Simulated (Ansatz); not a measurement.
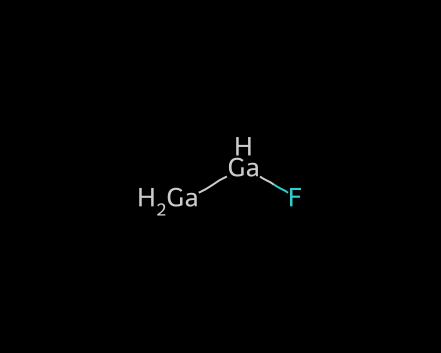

Write the SMILES.

[F][GaH][GaH2]

Give the formula, hydrogens included.

FGa2H3.

An optimisation with PBE0-D4/def2-TZVP gave a structure of which point group?

Cs.

More results for the same structure follow; atom numbers are the same in all pictures, views and colours differ. The computed structure is the end point of a PBE0-D4/def2-TZVP optimisation.

Geometry

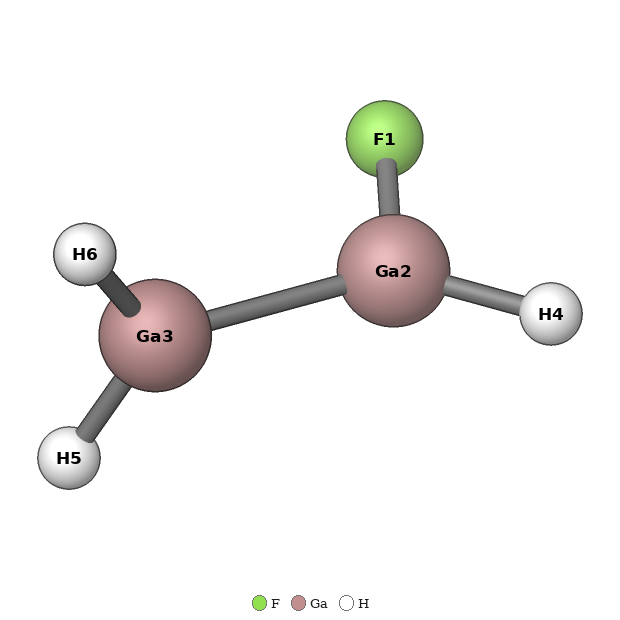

Which atoms are bonded, and how long are the bonds?

```csv
bond,length (Å)
F1–Ga2,1.773
Ga2–Ga3,2.469
Ga2–H4,1.572
Ga3–H5,1.572
Ga3–H6,1.572
```

Dipole moment

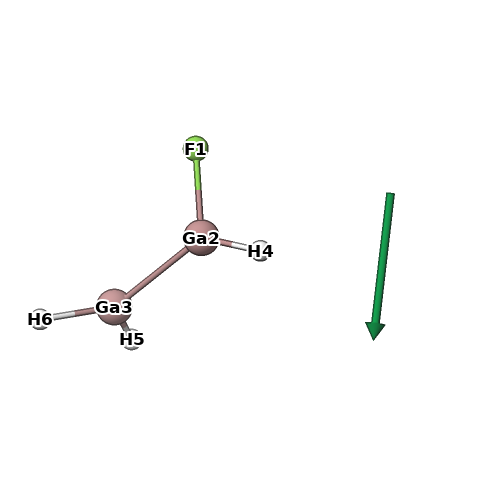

The arrow beside the molecule shows the direction of the dipole moment, from the negative to the positive end (its length means nothing). Method: RKS PBE-D4/def2-TZVPP (Ansatz 0.2.0).

How large is the dipole moment?

2.26 D; it points from the side of F1 to the side of H5, H6 (the outermost atoms at the two ends).

Vibrations

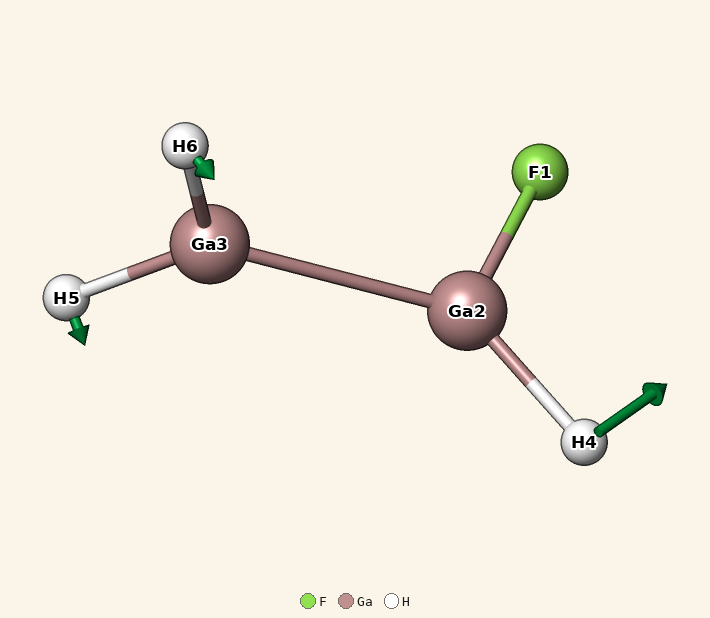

The arrows show one normal mode. Harmonic vibrations computed with RKS PBE0-D4/def2-TZVP (Ansatz 0.2.0) at a stationary point of the same level.

Describe the motion.

Mostly angle bending.

Estimate its harmonic wavenumber.

612 cm⁻¹; it is mode 7 of 12 counted from the lowest.

Charges

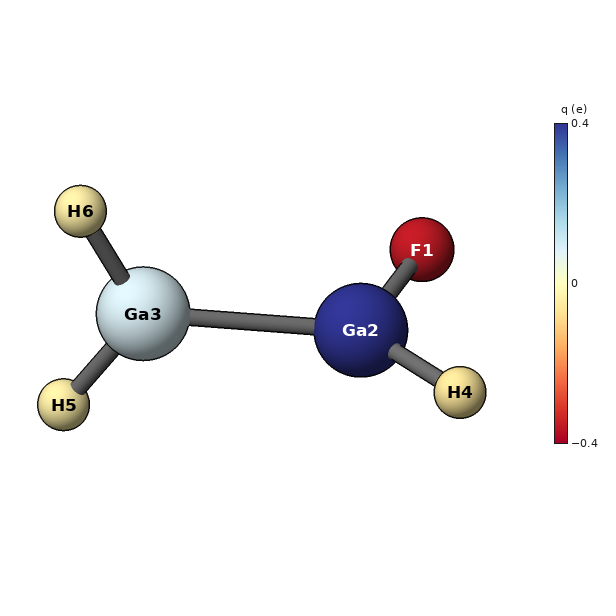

Atoms are coloured by their Mulliken charges. Properties computed with RKS PBE-D4/def2-TZVPP (Ansatz 0.2.0).

List the Mulliken charges.

| atom | value (e) |
| --- | --- |
| F1 | −0.35 |
| Ga2 | 0.40 |
| Ga3 | 0.09 |
| H4 | −0.06 |
| H5 | −0.04 |
| H6 | −0.04 |

Mulliken values depend strongly on the basis set and can even reverse the polarity of a bond.
